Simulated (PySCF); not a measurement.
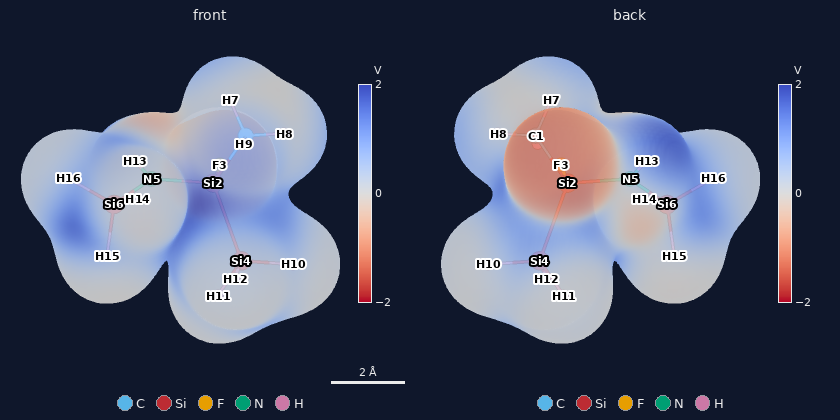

*CH₁₀FNSi₃. The electrostatic potential painted on the density surface at 0.002 e/bohr³, seen from the front and from behind; red is negative and blue positive.*

Geometry: GFN2-xTB.

Theory: PBE0/pcSseg-1, SCF density, gas phase, non-relativistic (PySCF).

```xyz
16

C    -1.0041   -1.5596    1.1878
Si   -0.8770   -0.1352   -0.0668
F    -2.2541   -0.2378   -0.9360
Si   -0.6563    1.9749    0.8211
N     0.3145   -0.4823   -1.2789
Si    2.0206   -0.1993   -1.2784
H    -1.0974   -2.5213    0.6889
H    -1.8733   -1.4368    1.8285
H    -0.1280   -1.6043    1.8278
H    -1.7454    2.2982    1.7520
H    -0.6462    3.0498   -0.1770
H     0.5916    2.0991    1.5843
H    -0.0646   -0.8449   -2.1392
H     2.5343   -0.5978    0.0334
H     2.3063    1.2241   -1.5005
H     2.5714   -1.0179   -2.3583
```

Where is the surface potential most negative and most positive?

Answer. The most negative region (about −1.1 V) lies over F3, the most positive (about +1.7 V) over Si2, Si6 and H13.

How polar is the molecule by this calculation?

Answer. Its dipole moment is 1.32 D.
